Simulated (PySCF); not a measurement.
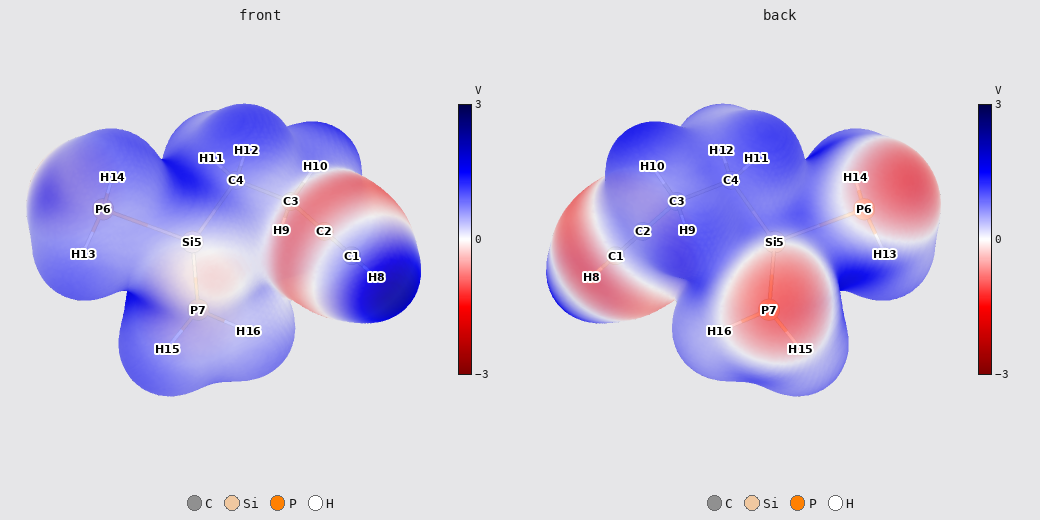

Figure 1: C₄H₉P₂Si (SMILES C#CCC[Si](P)P) (doublet). The molecular electrostatic potential painted on the density surface at 0.004 e/bohr³, seen from the front and from behind; the colour scale runs from red (negative) to blue (positive).

Geometry: GFN2-xTB.

Theory: UKS B3LYP, pcH-1 on C H P Si, non-relativistic, mean-field spin-orbit, GIAO in PySCF 2.14.0, density-fitted response routines.

```yaml
atoms:
  - { symbol: C, position_ang: [2.3316, -0.7628, 1.7471] }
  - { symbol: C, position_ang: [1.9582, -0.7011, 0.6115] }
  - { symbol: C, position_ang: [1.4928, -0.5928, -0.7541] }
  - { symbol: C, position_ang: [0.5916, 0.6280, -0.9322] }
  - { symbol: Si, position_ang: [-0.9448, 0.5247, 0.2322] }
  - { symbol: P, position_ang: [-2.5004, 1.8740, -0.7215] }
  - { symbol: P, position_ang: [-1.6290, -1.6333, 0.0929] }
  - { symbol: H, position_ang: [2.6670, -0.8315, 2.7384] }
  - { symbol: H, position_ang: [0.9325, -1.5011, -1.0078] }
  - { symbol: H, position_ang: [2.3589, -0.5330, -1.4212] }
  - { symbol: H, position_ang: [0.2488, 0.6783, -1.9686] }
  - { symbol: H, position_ang: [1.1629, 1.5366, -0.7361] }
  - { symbol: H, position_ang: [-3.3567, 1.8690, 0.3652] }
  - { symbol: H, position_ang: [-1.8921, 3.0478, -0.3162] }
  - { symbol: H, position_ang: [-2.6711, -1.4997, 0.9952] }
  - { symbol: H, position_ang: [-0.7578, -2.0940, 1.0638] }
```

### Describe the electrostatic potential map.

The most negative region (about −0.9 V) lies over P6 and P7, the most positive (about +2.1 V) over H8.
